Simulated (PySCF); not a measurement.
# C2H3Al (ethynylalumane): levels of theory compared

Wanted: a comparison of 6 runs (BHLYP/def2-TZVP, CAM-B3LYP/def2-TZVP, M06-L/def2-TZVP, PBE0/def2-TZVP, r2SCAN/def2-TZVP, wB97M-V/def2-TZVP) of C2H3Al (ethynylalumane). The job is set up through a Python script.

The calculation is run with PySCF 2.14.0.

## 1. Starting point

C2H3Al: 6 atoms, total charge 0, spin state singlet. As SMILES, `C#[C][AlH2]`. The coordinates come from a PBE0-D4/def2-TZVP relaxation.

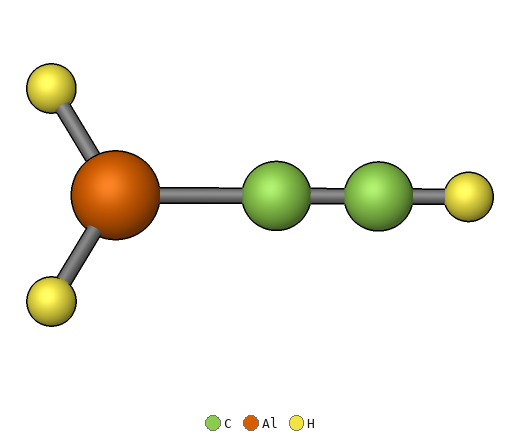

The structure, seen from a chosen angle (carbon green, aluminium orange, hydrogen yellow).

## 2. The energy at BHLYP/def2-TZVP (run 1)

calc.py reads:

```python
# C#[C][AlH2]
from pyscf import gto, dft

system = gto.M(
    atom='''
C       -0.792800      -1.637600      -0.298100
C       -0.266100      -0.564200      -0.106200
Al       0.564800       1.124200       0.195000
H       -1.257000      -2.583100      -0.467400
H        1.356700       1.804700      -0.990500
H        0.436600       1.792000       1.621000
''',
    max_memory=1860,
    verbose=3,
    basis='def2-tzvp',
    charge=0,
    spin=0,
)

calc0 = dft.RKS(system)
calc0.xc = 'bhandhlyp'
calc0.conv_tol = 1e-10
calc0.grids.level = 5
calc0.kernel()
if not calc0.converged:
    calc0 = calc0.newton().run(calc0.mo_coeff, calc0.mo_occ)

energy = calc0.e_tot
print(f'total energy: {energy:.8f} hartree')
```

On the command line:

```
$ OMP_NUM_THREADS=1 python calc.py
```

The program printed:

```text
converged SCF energy = -320.358516675219
total energy: -320.35851668 hartree
```

It took 17 s on 1 thread of Arm Neoverse V2, shared host; peak memory 0.62 GiB.

## 3. A single-point energy at CAM-B3LYP/def2-TZVP (run 2)

calc.py reads:

```python
# C#[C][AlH2]
from pyscf import gto, dft

mol = gto.M(
    atom='''
C     -0.792800    -1.637600    -0.298100
C     -0.266100    -0.564200    -0.106200
Al     0.564800     1.124200     0.195000
H     -1.257000    -2.583100    -0.467400
H      1.356700     1.804700    -0.990500
H      0.436600     1.792000     1.621000
''',
    spin=0,
    max_memory=1860,
    verbose=4,
    basis='def2-tzvp',
)

mf = dft.RKS(mol, xc='cam-b3lyp')
mf.grids.level = 5
mf.conv_tol = 1e-10
mf.kernel()
if not mf.converged:
    mf = mf.newton().run(mf.mo_coeff, mf.mo_occ)

energy = mf.e_tot
print('Final energy', energy)
```

On the command line:

```
$ OMP_NUM_THREADS=1 python calc.py
```

The program printed:

```text
PySCF version 2.14.0

[... 76 lines left out ...]
converged SCF energy = -320.363225330058
Final energy -320.36322533005784
```

It took 28 s on 1 thread of Arm Neoverse V2, shared host; peak memory 0.62 GiB.

Run 3 isn't shown in full; the table further down has it.

## 4. A single-point energy at PBE0/def2-TZVP (run 4)

calc.py reads:

```python
from pyscf import gto, dft

system = gto.M(
    atom='''
C     -1.498175    -3.094616    -0.563327
C     -0.502856    -1.066183    -0.200689
Al     1.067317     2.124430     0.368497
H     -2.375386    -4.881352    -0.883258
H      2.563791     3.410389    -1.871774
H      0.825054     3.386389     3.063246
''',
    max_memory=1860,
    spin=0,
    verbose=3,
    unit='bohr',
    basis='def2-tzvp',
)

mf = dft.RKS(system, xc='pbe0')
mf.conv_tol = 1e-10
mf.grids.level = 5
mf.kernel()
if not mf.converged:
    mf = mf.newton().run(mf.mo_coeff, mf.mo_occ)

e_tot = mf.e_tot
print('Final energy', e_tot)
```

On the command line:

```
$ OMP_NUM_THREADS=1 python calc.py
```

The program printed:

```text
converged SCF energy = -320.183398427416
Final energy -320.18339842741614
```

Wall time 15 s (1 thread of Arm Neoverse V2, shared host); peak memory 0.62 GiB.

Run 5 isn't shown in full; the table further down has it.

## 5. The energy at wB97M-V/def2-TZVP (run 6)

calc.py reads:

```python
# C#[C][AlH2]
from pyscf import gto, dft

mol = gto.M(
    atom='''
C     -0.792800    -1.637600    -0.298100
C     -0.266100    -0.564200    -0.106200
Al     0.564800     1.124200     0.195000
H     -1.257000    -2.583100    -0.467400
H      1.356700     1.804700    -0.990500
H      0.436600     1.792000     1.621000
''',
    basis='def2-tzvp',
    max_memory=1860,
    verbose=3,
)

mf = dft.RKS(mol)
mf.xc = 'wb97m-v'
mf.conv_tol = 1e-10
mf.grids.level = 5
mf.nlcgrids.level = 1
mf.kernel()
if not mf.converged:
    mf = mf.newton().run(mf.mo_coeff, mf.mo_occ)

e_final = mf.e_tot
print('E = %.10f Eh' % e_final)
```

On the command line:

```
$ OMP_NUM_THREADS=1 python calc.py
```

The program printed:

```text
converged SCF energy = -320.350784895976
E = -320.3507848960 Eh
```

Wall time 73 s (1 thread of Arm Neoverse V2, shared host); peak memory 0.69 GiB.

## 6. All runs side by side

```csv
run,level,nlc grid,energy (Eh),dipole moment (D),HOMO energy (eV),LUMO energy (eV),wall time
1,BHLYP/def2-TZVP,–,-320.358517,0.54,-9.11,-1.07,17 s
2,CAM-B3LYP/def2-TZVP,–,-320.363225,0.52,-9.40,-0.93,28 s
3,M06-L/def2-TZVP,–,-320.388430,0.51,-7.00,-2.11,38 s
4,PBE0/def2-TZVP,–,-320.183398,0.57,-8.05,-1.86,15 s
5,r2SCAN/def2-TZVP,–,-320.323129,0.65,-7.10,-2.34,36 s
6,wB97M-V/def2-TZVP,1,-320.350785,0.55,-10.27,-0.18,73 s
```

## 7. What came out

| quantity | value |
| --- | --- |
| run 6: total energy | -320.35078 Eh |
| run 6: dipole moment | 0.55 D |
| run 6: HOMO energy | -10.27 eV |
| run 6: LUMO energy | -0.18 eV |
| run 6: HOMO–LUMO gap | 10.09 eV |

In words: The dipole moment (its size) runs from 0.51 D (M06-L/def2-TZVP) to 0.65 D (r2SCAN/def2-TZVP). The HOMO–LUMO gap runs from 4.76 eV (r2SCAN/def2-TZVP) to 10.09 eV (wB97M-V/def2-TZVP). Totals of different functionals can't be ranked against each other. All runs together took 3.4 min, the longest 73 s.
